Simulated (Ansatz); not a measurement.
Results of r²SCAN-D4 (plane waves, PAW; Ansatz, a quantum-chemistry and plane-wave program) for rock-salt HfN.

Settings: plane-wave cutoff 560 eV, 22×22×22 k mesh, Fermi–Dirac smearing 0.05 eV, scalar-relativistic PAW data made under PBE.

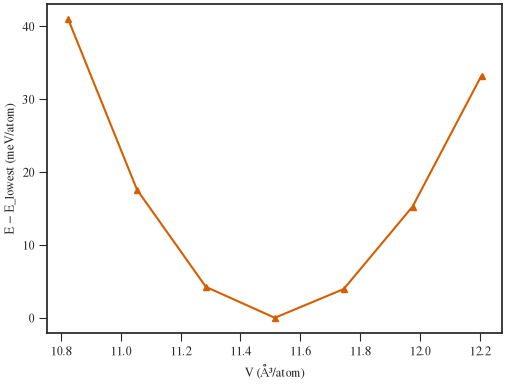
Figure. Total energy against volume

Q: From the curve, estimate the equilibrium volume and the bulk modulus.

A: V0 ≈ 11.5 Å³/atom and B0 ≈ 280 GPa; the fit gives V0 = 11.515 Å³/atom, B0 = 285 GPa, B′ = 4.2.

Measured, for comparison: bulk modulus 260 GPa (room temperature, no zero-point or thermal correction, our sources range from 260 to 306; as tabulated in Synthesis of Binary Transition Metal Nitrides, Carbides and Borides from the …); equilibrium volume per atom 11.57 Å³/atom (room temperature, no zero-point or thermal correction; as tabulated in Seo, Lee, Wen, Petrov, Greene, Gall, J. Appl. Phys. 96, 878 (2004)). Computed (rounded) less measured: bulk modulus not scored (sources differ), equilibrium volume per atom -0.5 %. A static lattice is as a rule a little smaller and stiffer than an uncorrected measurement, which narrows the difference in the equilibrium volume per atom and would widen misses of the other sign.

Spin–orbit coupling is not included.

It cost around 110 core-seconds (rough) of CPU time.
